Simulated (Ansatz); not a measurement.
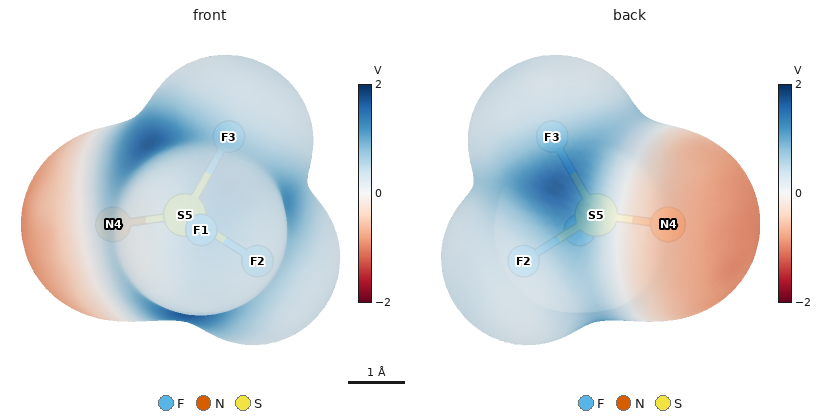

The picture shows: F3NS. The electrostatic potential painted on the density surface at 0.002 e/bohr³, seen from the front and from behind; the colour scale runs from red (negative) to blue (positive).

Geometry: B3LYP-D3(BJ)/6-311G**.

These are results of isolated molecule in a Gaussian basis; Kohn-Sham density functional theory, functional PBE0 in Ansatz, not measurements.

```xyz
5

F     1.1598    1.9085    2.5391
F     0.6189    1.0975    0.4132
F    -1.0352    2.0726    1.7484
N    -0.2341   -0.3704    2.4767
S     0.0639    0.9054    1.9142
```

**Which sites attract a positive test charge, and which a negative one?**

A positive charge is drawn to the negative regions and a negative charge to the positive ones. The most negative region (about −0.9 V) lies over N4, the most positive (about +1.7 V) over S5.

**What dipole moment does the calculation give?**

Its dipole moment is 1.44 D.
